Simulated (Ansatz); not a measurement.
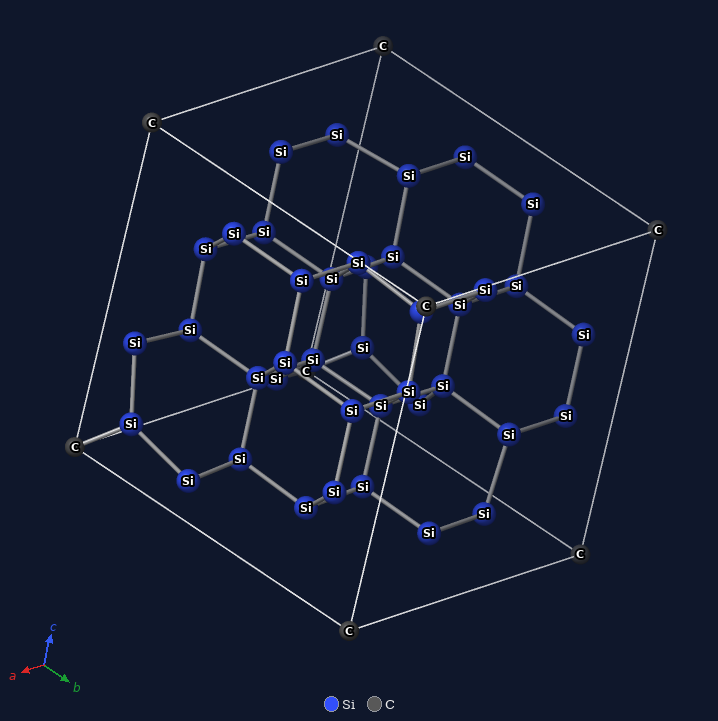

This ball-and-stick model is shown from a general direction. Thin lines show the simulation cell, with boundary atoms drawn in all their periodic places. Cell: a = 9.356 Å, b = 9.356 Å, c = 9.356 Å, α = 109.47°, β = 109.47°, γ = 109.47°.

- It has the composition Si$_{32}$C.
- In the cell are 32 Si, 1 C, which makes 1 formula unit.
- Each C atom is coordinated by three Si at about 1.7 to 1.8 Å.
- The bonds build a three-dimensional framework.

Its origin is a structure listed in the Materials Project, repeated into a supercell with a point defect put in. The atoms were relaxed in a fixed cell with Ansatz, DFT LDA, scalar-relativistic, plane waves, PAW.
